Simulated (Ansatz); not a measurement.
## A computed series for MnGaGe: pressure series

The reference is MnGaGe (space group P4/nmm, No. 129; a = 3.880 Å, c = 5.746 Å; ferromagnetic; a cell from a computed database, its experimental status unchecked).

Cell and atoms are relaxed at each pressure.

Level of theory: Ansatz (a program for electronic structure), PBEsol, PAW, cutoff 420 eV, no SOC.

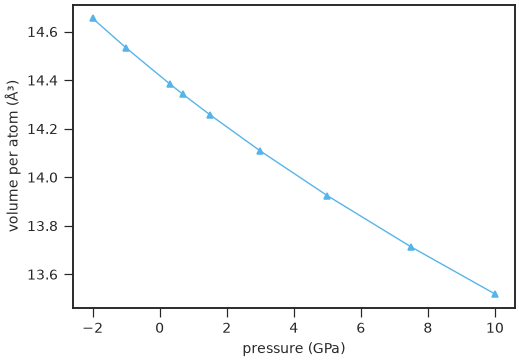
Volume against pressure

### Question
Estimate the zero-pressure bulk modulus from the plot.

### Answer
About 130 GPa; a third-order Birch–Murnaghan fit to the points gives V₀ = 14.42 Å³/atom, B₀ = 130 GPa and B₀′ = 5.6.

Other magnetic orders, which the real material may have, were not ruled out. Load acts through the strain it causes; cell and atoms are relaxed under it. Whether these cells are dynamically stable was not tested. No other phases were tried under pressure.
